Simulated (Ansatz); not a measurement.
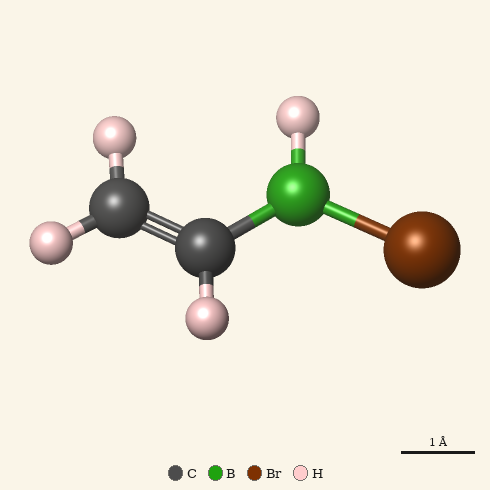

Rendered structure (ball-and-stick style).

The computed structure is the end point of a PBE0-D4/def2-TZVP optimisation.

Give the formula.

Answer. C2H4BBr, 8 atoms: 2 carbon, 4 hydrogen, 1 boron and 1 bromine.

How many bonds of each kind are drawn?

Answer. 3 C–H, 1 C–C, 1 C–B, 1 B–Br, 1 B–H.

Does it have rings?

Answer. It has no ring.

The parts below concern this one geometry. Atoms keep their numbers from picture to picture.

### Geometry

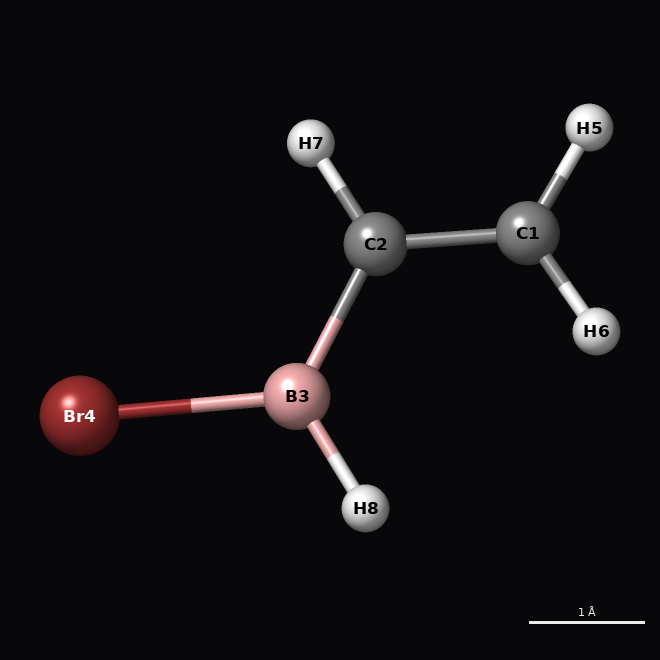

Atoms carry their numbers in the input.

Describe the coordination of atom 2.

Answer. C2 has 3 neighbours (C1 at 1.34, B3 at 1.53, H7 at 1.09 Å); the arrangement is trigonal planar.

Describe the coordination of atom 1.

Answer. C1 has 3 neighbours (C2 at 1.34, H5 at 1.09, H6 at 1.09 Å); the arrangement is trigonal planar.

Describe the coordination of atom 3.

Answer. B3 has 3 neighbours (C2 at 1.53, Br4 at 1.91, H8 at 1.19 Å); the arrangement is trigonal planar.

What is the dihedral angle C1–C2–B3–Br4?

Answer. 180° in size, that is anti.

### Levels of theory compared

Program: Ansatz 0.2.0.

Compare dipole (D), HOMO–LUMO gap (eV) at these levels: B3LYP-D4/def2-TZVPP; PBE-D4/def2-TZVPP; r2SCAN-D4/def2-TZVPP; ωB97M-V/def2-TZVPP.

| level | dipole (D) | HOMO–LUMO gap (eV) |
| --- | --- | --- |
| B3LYP-D4/def2-TZVPP | 2.04 | 5.40 |
| PBE-D4/def2-TZVPP | 1.90 | 3.63 |
| r2SCAN-D4/def2-TZVPP | 2.07 | 4.11 |
| ωB97M-V/def2-TZVPP | 2.09 | 10.10 |

### Charges

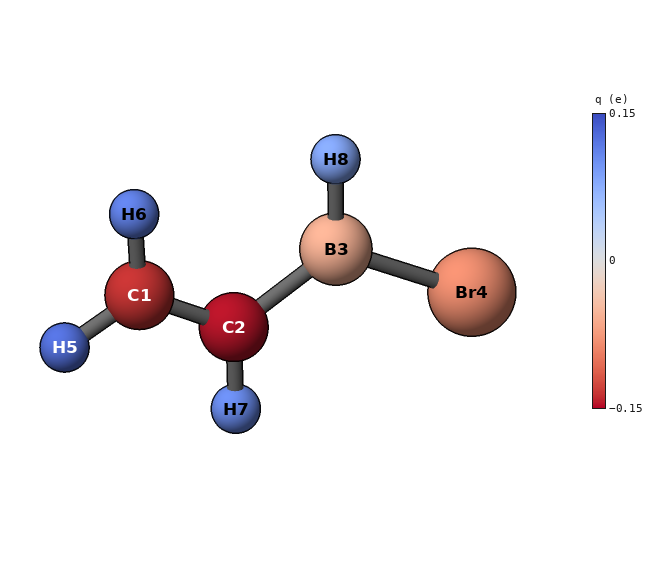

Atoms are coloured by their Mulliken charges. Properties computed with RKS ωB97M-V/def2-TZVPP (Ansatz 0.2.0).

Which atom carries the highest charge (most positive or least negative)?

Answer. H5 (0.12 e).

And the lowest?

Answer. C2 (−0.14 e).

Give the Mulliken charges atom by atom.

```tsv
atom	value (e)
C1	−0.13
C2	−0.14
B3	−0.05
Br4	−0.08
H5	0.12
H6	0.11
H7	0.10
H8	0.08
```

### Thermal motion

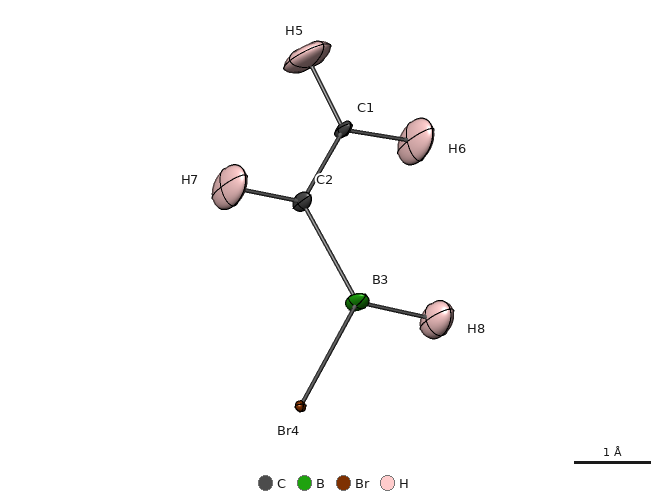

Displacement ellipsoids at the 50 % level, from the internal vibrations of the free molecule (harmonic, no overall translation or rotation; no half-axis is drawn under 0.075 Å). Vibrations computed with RKS PBE0-D4/def2-TZVP (Ansatz 0.2.0). Temperature: 400 K.

Which atom has the largest mean-square displacement?

Answer. H6, with U_eq = 0.0420 Å².

Does H6 move more along its bond or across it?

Answer. Across it: the root-mean-square amplitude is 0.087 Å along the bond and up to 0.296 Å across, since bending and torsion are softer than stretching.

Give the displacement parameters, one line for each set of equivalent atoms.

| atom | U_eq (Å²) | rms amplitudes (Å) |
| --- | --- | --- |
| C1 | 0.0079 | 0.053, 0.059, 0.132 |
| C2 | 0.0096 | 0.049, 0.072, 0.146 |
| B3 | 0.0107 | 0.043, 0.085, 0.151 |
| Br4 | 0.00033 | 0.009, 0.021, 0.022 |
| H5 | 0.0418 | 0.089, 0.181, 0.291 |
| H6 | 0.0420 | 0.083, 0.178, 0.296 |
| H7 | 0.0386 | 0.085, 0.172, 0.281 |
| H8 | 0.0302 | 0.107, 0.148, 0.239 |

Mulliken values depend strongly on the basis set and can even reverse the polarity of a bond.
